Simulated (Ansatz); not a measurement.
H$_{2}$NOSi (SMILES N=[SiH][O-]) (charge −1)

The calculation's input:

```
crystal:
  periodic: [false, false, false]
  atoms:
    - {symbol: N, position_ang: [-1.005657, -0.943841, 1.158056]}
    - {symbol: O, position_ang: [1.479346, -1.149059, 2.837759]}
    - {symbol: Si, position_ang: [0.540874, -1.289074, 1.584402]}
    - {symbol: H, position_ang: [-1.584114, -0.506540, 1.875493]}
    - {symbol: H, position_ang: [1.214170, -1.923724, 0.391709]}
basis:
  gaussian:
    orbitals: def2-TZVPD
total_charge: -1
magnetization:
  spin_polarized: false
hamiltonian:
  xc: pbe0
output: {forces: true, orbitals: {seedname: orbitals}}
```

Launched as:

```sh
ansatz run input.yaml --threads 2 --pin off --max-ram 4350MiB --events-out events.jsonl --progress --plain --runs-dir runs
```

Geometry: PBE0-D3(BJ)/def2-SVPD.

Method: isolated molecule in a Gaussian basis; Kohn-Sham density functional theory, functional PBE0 in Ansatz 0.2.0.

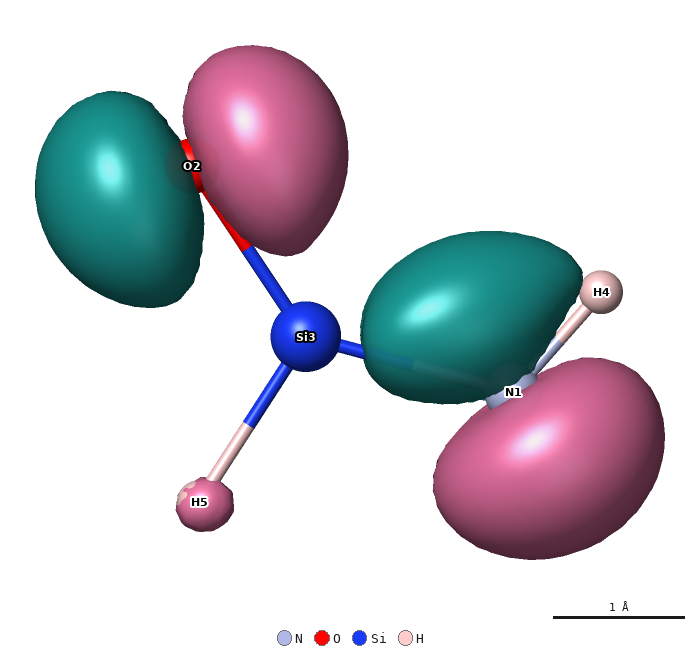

Figure 1. The HOMO−1 at ±0.15 Å⁻³ᐟ² (teal and pink are the two phases), seen across its widest extent.

> Where does this orbital lie, and at what energy?

Its weight (Hirshfeld) is mainly on O2 (about 40 %), N1 (about 40 %) and Si3 (about 15 %); it is symmetric in the molecular plane (an in-plane orbital: σ, lone-pair or in-plane π type); largely a combination of lone pairs on O2 and N1. Its energy is −1.85 eV.

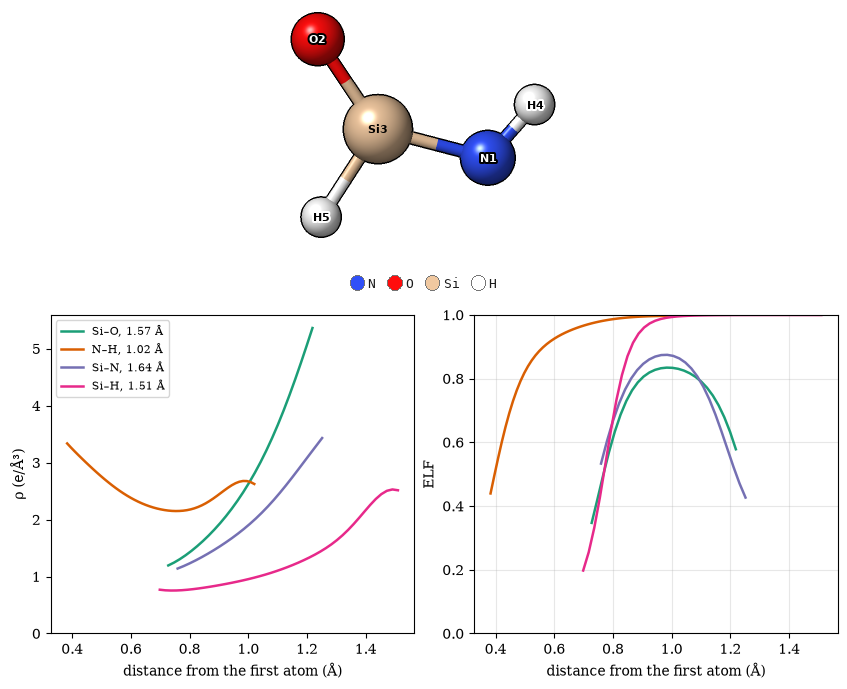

Figure 2. Electron density and ELF along straight lines between neighbouring atoms. The curves leave out the atomic cores. The structure is drawn too.

> Compare the contacts.

Si–O (1.57 Å): the density is about 1.4 e/Å³ at the midpoint; the ELF peaks at about 0.85 between the atoms; a polar covalent bond.
N–H (1.02 Å): the density is about 2.7 e/Å³ at the midpoint; the ELF climbs to about 1 towards the hydrogen, as it does in any bond to H (a covalent bond by its length).
Si–N (1.64 Å): ρ is about 1.3 e/Å³ halfway; the ELF peaks at about 0.85 between the atoms (a short, strongly polar bond).
Si–H (1.51 Å): ρ at the midpoint is about 0.76 e/Å³; the ELF climbs to about 1 towards the hydrogen.

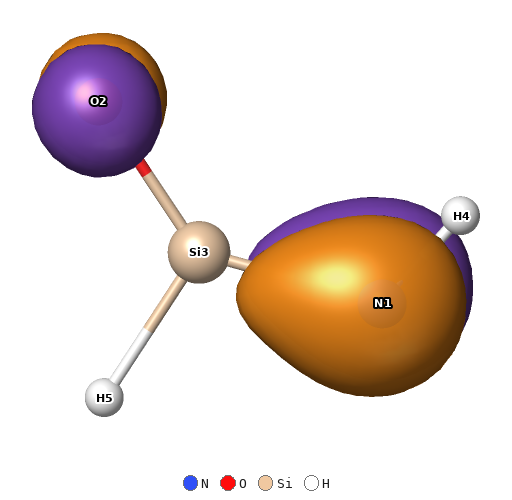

Figure 3. The HOMO at ±0.2 Å⁻³ᐟ² (orange and purple are the two phases), seen across its widest extent.

> What is the character of this orbital?

Its weight (Hirshfeld) is mainly on N1 (about 55 %), O2 (about 20 %) and Si3 (about 20 %); it changes sign across the molecular plane (π type); π-bonding across N1–Si3; π-antibonding (a node) across O2–Si3. Its energy is −1.56 eV.
